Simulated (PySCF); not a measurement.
```xyz
17

F    -1.6915   -0.7906   -1.5725
C    -1.2919   -1.4937   -0.4594
C    -0.4126   -0.6223    0.4051
O    -1.1614    0.4496    0.9450
Si   -0.9615    1.8208   -0.0013
O     0.3987    1.2830   -0.8227
C     0.7732   -0.0024   -0.3820
C     2.0084    0.1260    0.4899
F     2.4300   -1.1238    0.8696
H    -2.1881   -1.7964    0.1062
H    -0.7428   -2.3938   -0.7852
H    -0.0214   -1.2429    1.2296
H    -2.0843    2.1081   -0.9285
H    -0.6855    2.9960    0.8671
H     1.0205   -0.6307   -1.2545
H     2.8116    0.6320   -0.0691
H     1.7749    0.7155    1.3941
```

Geometry: PBE0-D3(BJ)/def2-SVP.

The calculation used CAM-B3LYP/def2-SVPD, SCF density, gas phase in PySCF 2.14.0.

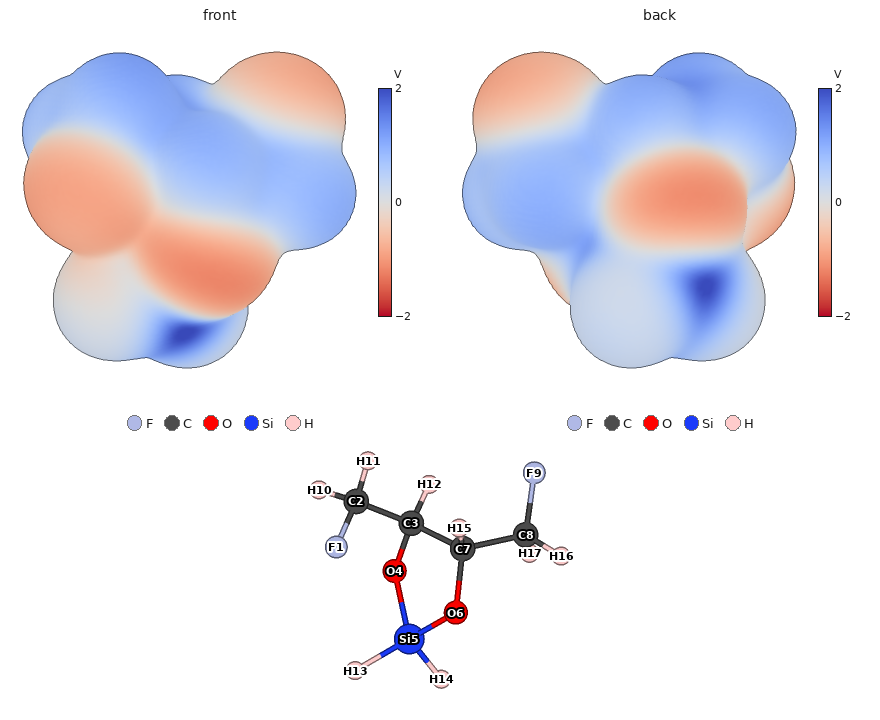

C₄H₈F₂O₂Si. The molecular electrostatic potential painted on the density surface at 0.002 e/bohr³, seen from the front and from behind; red is negative and blue positive. The bare structure is drawn below in the same view.

Where is the surface potential most negative and most positive?

The most negative region (about −1.1 V) lies over O4 and O6, the most positive (about +1.9 V) over Si5.

How polar is the molecule by this calculation?

Its dipole moment is 0.62 D.
